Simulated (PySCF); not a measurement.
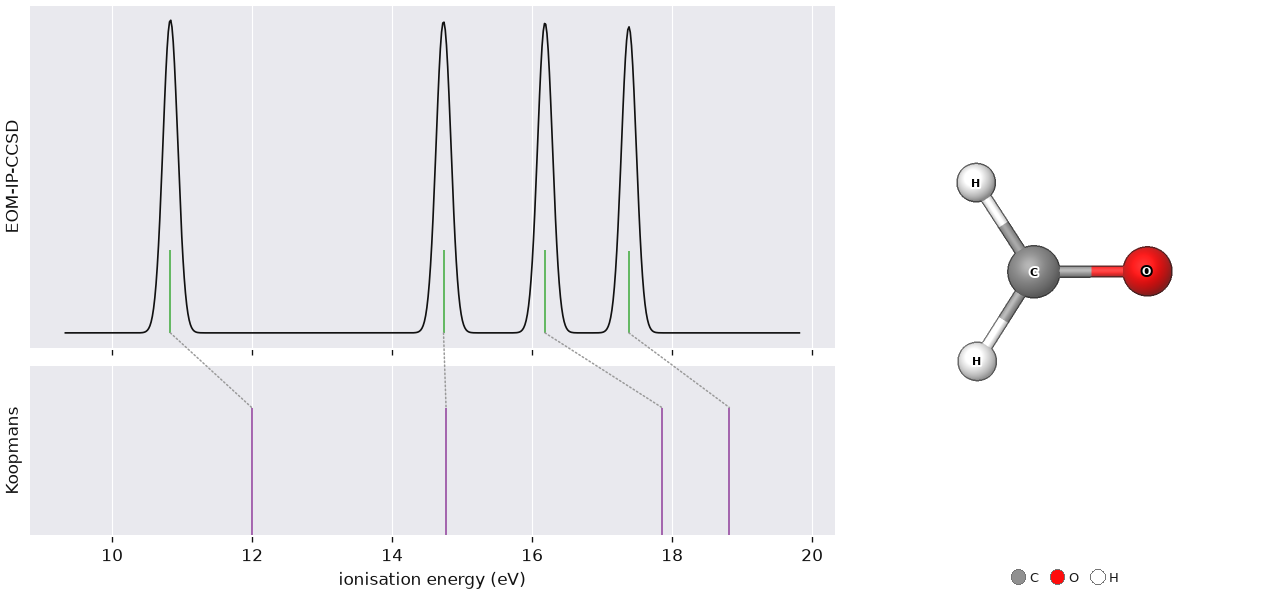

Valence photoelectron lines of CH₂O, SMILES C=O: vertical EOM-IP-CCSD/aug-cc-pVTZ (frozen core, PySCF 2.14.0, at a PBE0-D3(BJ)/def2-SVP geometry (no frequency check); 4 lines, one for each of the 4 highest orbitals, so a line of a deeper orbital can be missing among them) above, Hartree-Fock orbital energies with the sign turned below, non-relativistic; dotted lines join each line to its leading orbital. Stick heights are one-hole weights (summed over degenerate lines), not cross-sections; Gaussian width 0.25 eV.

> Do correlation and relaxation change the order of the lines?

Not among these holes, which come in the order of the orbitals, HOMO, HOMO−1, HOMO−2, HOMO−3.

> What is the first vertical ionisation energy, and how far is Koopmans' value off?

10.83 eV from the HOMO; Koopmans gives 11.99 eV, 1.16 eV too high.
